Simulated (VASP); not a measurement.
Band structure of HfGe2 (relaxed from the AlB2 structure, space group P6/mmm). Method: PBEsol GGA, VASP's PBE PAW potentials (set 64) (plane waves; VASP).

Unless said otherwise, spin-orbit coupling is left out, though it shifts the bands of the heavy elements here.

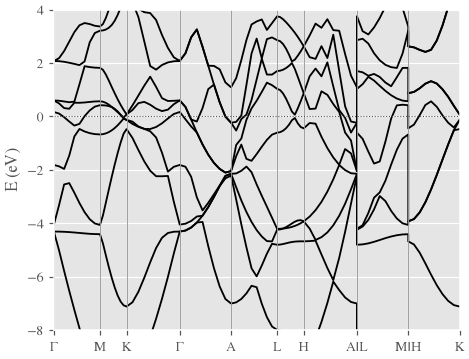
Fig. 1. Bands along high-symmetry lines, zero at the valence-band maximum or, without a gap, the Fermi level

**Question.** Read the plot: is there a gap, and where are the band edges?

**Answer.** It has no gap at this level: it comes out as a metal or semimetal. (Edges off the drawn lines would not show.)

The structure was generated: HfGe2 was put into the AlB2 type (P6/mmm), which need not be its known phase. It was relaxed first, which changed the volume by -34 %.
